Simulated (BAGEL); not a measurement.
**C2H6N (SMILES C[N]C): ROHF/def2-SVPD (density fitting with qzvpp-jkfit)**

Aim: the energy change on altering one bond length of C2H6N at ROHF/def2-SVPD (density fitting with qzvpp-jkfit), from 2 runs. 

The calculation is run with BAGEL 1.2.2.

2 further runs of the same task are left out: 2 set aside as unsound or not needed. Runs told in other sessions of the task aren't counted.

**1. The system as given**

C2H6N has 9 atoms, charge 0, and is taken as a doublet. As SMILES, `C[N]C`. The coordinates come from a PBE0-D4/def2-TZVP relaxation.

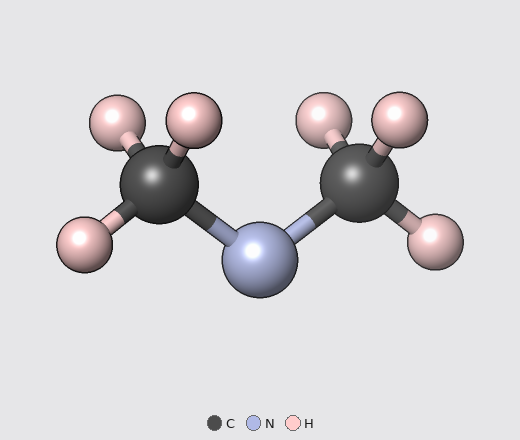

Viewed from a chosen angle; carbon dark grey, nitrogen light blue, hydrogen pink.

**2. A single-point energy at ROHF/def2-SVPD (density fitting with qzvpp-jkfit)**

Input file job.json:

```json
{ "bagel": [

{
  "title": "molecule",
  "basis": "def2-svpd.json",
  "df_basis": "qzvpp-jkfit",
  "angstrom": true,
  "geometry": [
    { "atom": "C", "xyz": [   -0.237500,    0.857100,   -0.780700 ] },
    { "atom": "N", "xyz": [    0.449100,   -0.385400,   -0.632700 ] },
    { "atom": "C", "xyz": [    0.306100,   -0.915300,    0.684800 ] },
    { "atom": "H", "xyz": [   -1.312700,    0.746500,   -0.567800 ] },
    { "atom": "H", "xyz": [   -0.119300,    1.246400,   -1.792900 ] },
    { "atom": "H", "xyz": [    0.138800,    1.607400,   -0.067200 ] },
    { "atom": "H", "xyz": [   -0.753900,   -1.087700,    0.930800 ] },
    { "atom": "H", "xyz": [    0.845300,   -1.858500,    0.783100 ] },
    { "atom": "H", "xyz": [    0.684000,   -0.210600,    1.442500 ] }
  ]
},
{
  "title": "rohf",
  "nopen": 1
},
{
  "title": "print",
  "file": "orbitals.molden",
  "orbitals": true
}

]}
```

The basis set def2-SVPD is read from a file made from the Basis Set Exchange's data (not shown).

Command:

```bash
$ BAGEL_NUM_THREADS=1 BAGEL job.json > job.out
```

Log:

```text
* using 1 threads per process

  ===============================================================
  ===============================================================

  *** Geometry ***

  { "atom" : "C", "xyz" : [     -0.448810,      1.619684,     -1.475309 ] },
  { "atom" : "N", "xyz" : [      0.848676,     -0.728300,     -1.195630 ] },
  { "atom" : "C", "xyz" : [      0.578445,     -1.729666,      1.294084 ] },
  { "atom" : "H", "xyz" : [     -2.480643,      1.410681,     -1.072986 ] },
  { "atom" : "H", "xyz" : [     -0.225444,      2.355355,     -3.388090 ] },
  { "atom" : "H", "xyz" : [      0.262294,      3.037546,     -0.126990 ] },
  { "atom" : "H", "xyz" : [     -1.424665,     -2.055455,      1.758957 ] },
  { "atom" : "H", "xyz" : [      1.597385,     -3.512056,      1.479845 ] },
  { "atom" : "H", "xyz" : [      1.292573,     -0.397976,      2.725930 ] },

  Number of auxiliary basis functions:      335

  Since a DF basis is specified, we compute 2- and 3-index integrals:
    o Being stored without compression. Storage requirement is 0.031 GB

  Number of basis functions:      108
  Number of electrons      :       25

    * METHOD: MOLECULE                             0.11

  *** Open-shell HF ***

  === Nuclear Repulsion ===
    77.2051366005

      * DIIS with orbital gradients will be used.

  === ROHF iteration (def2-svpd.json) ===
      0       -133.38587040          0.02736646           0.06
      1       -133.50398878          0.01324712           0.06
      2       -133.52505154          0.00549830           0.06
      3       -133.52991900          0.00169056           0.06
      4       -133.53076660          0.00044741           0.06
      5       -133.53096951          0.00011240           0.06
      6       -133.53098943          0.00001917           0.06
      7       -133.53100088          0.00000564           0.06
      8       -133.53100271          0.00000172           0.06
      9       -133.53100297          0.00000036           0.06
     10       -133.53100309          0.00000015           0.06
     11       -133.53100310          0.00000007           0.06
     12       -133.53100310          0.00000004           0.06
     13       -133.53100310          0.00000003           0.06
     14       -133.53100311          0.00000002           0.06
     15       -133.53100311          0.00000001           0.06
     16       -133.53100311          0.00000000           0.06
    * SCF iteration converged.

    * S^2 (ROHF) is 0.7500

    * Permanent dipole moment:
           (    0.358048,    -0.307033,    -0.504129) a.u.

    * METHOD: ROHF                                 1.14

    * METHOD: PRINT                                0.02

  ===============================================================
```

It took 1.4 s on 1 thread of Arm Neoverse V2, shared host.

**3. The distorted shape**

Input file job.json:

```json
{ "bagel": [

{
  "title": "molecule",
  "basis": "def2-svpd.json",
  "df_basis": "qzvpp-jkfit",
  "angstrom": true,
  "geometry": [
    { "atom": "C", "xyz": [   -0.294172,    0.751420,   -0.894328 ] },
    { "atom": "N", "xyz": [    0.392428,   -0.491080,   -0.746328 ] },
    { "atom": "C", "xyz": [    0.249428,   -1.020980,    0.571172 ] },
    { "atom": "H", "xyz": [   -1.369372,    0.640820,   -0.681428 ] },
    { "atom": "H", "xyz": [   -0.175972,    1.140720,   -1.906528 ] },
    { "atom": "H", "xyz": [    0.082128,    1.501720,   -0.180828 ] },
    { "atom": "H", "xyz": [   -0.810572,   -1.193380,    0.817172 ] },
    { "atom": "H", "xyz": [    0.788628,   -1.964180,    0.669472 ] },
    { "atom": "H", "xyz": [    0.684000,   -0.210600,    1.442500 ] }
  ]
},
{ "title": "rohf", "nopen": 1 },
{ "title": "print", "file": "orbitals.molden", "orbitals": true }

]}
```

The basis set def2-SVPD is read from a file made from the Basis Set Exchange's data (not shown).

Command:

```bash
$ BAGEL_NUM_THREADS=1 BAGEL job.json > job.out
```

Log:

```text
* using 1 threads per process

  ===============================================================
  ===============================================================

  *** Geometry ***

  { "atom" : "C", "xyz" : [     -0.555905,      1.419978,     -1.690035 ] },
  { "atom" : "N", "xyz" : [      0.741581,     -0.928007,     -1.410356 ] },
  { "atom" : "C", "xyz" : [      0.471351,     -1.929373,      1.079359 ] },
  { "atom" : "H", "xyz" : [     -2.587738,      1.210974,     -1.287712 ] },
  { "atom" : "H", "xyz" : [     -0.332539,      2.155648,     -3.602816 ] },
  { "atom" : "H", "xyz" : [      0.155199,      2.837840,     -0.341715 ] },
  { "atom" : "H", "xyz" : [     -1.531759,     -2.255161,      1.544231 ] },
  { "atom" : "H", "xyz" : [      1.490291,     -3.711762,      1.265119 ] },
  { "atom" : "H", "xyz" : [      1.292573,     -0.397976,      2.725930 ] },

  Number of auxiliary basis functions:      335

  Since a DF basis is specified, we compute 2- and 3-index integrals:
    o Being stored without compression. Storage requirement is 0.031 GB

  Number of basis functions:      108
  Number of electrons      :       25

    * METHOD: MOLECULE                             0.11

  *** Open-shell HF ***

  === Nuclear Repulsion ===
    76.6405009780

      * DIIS with orbital gradients will be used.

  === ROHF iteration (def2-svpd.json) ===
      0       -133.37032315          0.02717980           0.06
      1       -133.48741052          0.01381483           0.06
      2       -133.51018394          0.00604390           0.06
      3       -133.51604848          0.00177294           0.06
      4       -133.51705305          0.00049709           0.06
      5       -133.51730312          0.00013924           0.06
      6       -133.51733358          0.00004479           0.06
      7       -133.51735083          0.00003403           0.06
      8       -133.51735529          0.00002660           0.06
      9       -133.51735791          0.00001572           0.06
     10       -133.51735943          0.00000678           0.06
     11       -133.51735983          0.00000306           0.06
     12       -133.51735983          0.00000148           0.06
     13       -133.51735983          0.00000054           0.06
     14       -133.51735986          0.00000023           0.06
     15       -133.51735986          0.00000008           0.06
     16       -133.51735986          0.00000003           0.06
     17       -133.51735986          0.00000002           0.06
     18       -133.51735986          0.00000002           0.06
     19       -133.51735986          0.00000001           0.06
     20       -133.51735986          0.00000001           0.06
    * SCF iteration converged.

    * S^2 (ROHF) is 0.7500

    * Permanent dipole moment:
           (    0.379680,    -0.276688,    -0.448886) a.u.

    * METHOD: ROHF                                 1.39

    * METHOD: PRINT                                0.02

  ===============================================================
```

Wall time 1.7 s (1 thread of Arm Neoverse V2, shared host).

**4. Results**

At ROHF/def2-SVPD (density fitting with qzvpp-jkfit):

```
                                                         quantity          value
                                        first shape: total energy  -133.53100 Eh
                                       first shape: dipole moment         1.75 D
                                                first shape: ⟨S²⟩          0.750
                                    distorted shape: total energy  -133.51736 Eh
                                   distorted shape: dipole moment         1.65 D
                                            distorted shape: ⟨S²⟩          0.750
energy change with the C3–H9 bond stretched from 1.102 to 1.267 Å       0.371 eV
```

What this shows: With the C3–H9 bond stretched from 1.102 to 1.267 Å the energy rises by 0.37 eV (35.8 kJ/mol). The first shape isn't relaxed at this level, so the change isn't measured from a minimum.
